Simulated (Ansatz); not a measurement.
```xyz
8

Cl   -0.9926    0.9289   -4.0327
Cl    1.8772    3.2682   -2.8448
N    -1.0492    2.8174   -1.2512
N     0.7018    0.5309   -0.9786
Ta    0.0930    1.9089   -2.2215
H    -1.7243    3.4037   -0.7742
H     0.4109    0.3982   -0.0150
H     1.3876   -0.1763   -1.2418
```

Geometry: PBE0-D4/def2-SVP; core potentials replace the inner electrons of Ta.

These are results of isolated molecule in a Gaussian basis; Kohn-Sham density functional theory, functional PBE0 (Ansatz 0.2.0), not measurements.

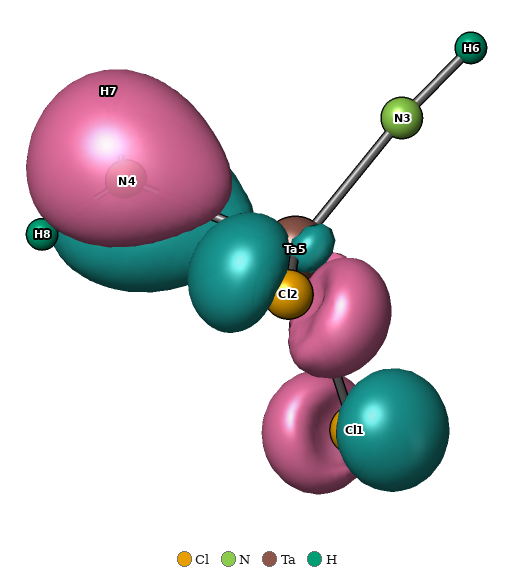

Cl$_{2}$H$_{3}$N$_{2}$Ta (SMILES [NH]=[Ta]([NH2])([Cl])[Cl]). The HOMO−1 at ±0.15 Å⁻³ᐟ² (teal and pink are the two phases), seen at a tilt.

Q: What is the character of this orbital?

A: Its weight (Hirshfeld) is mainly on N4 (about 55 %), Cl1 (about 15 %), Cl2 (about 15 %) and Ta5 (about 10 %); largely a combination of lone pairs on N4, Cl1 and Cl2. Its energy is −8.47 eV.
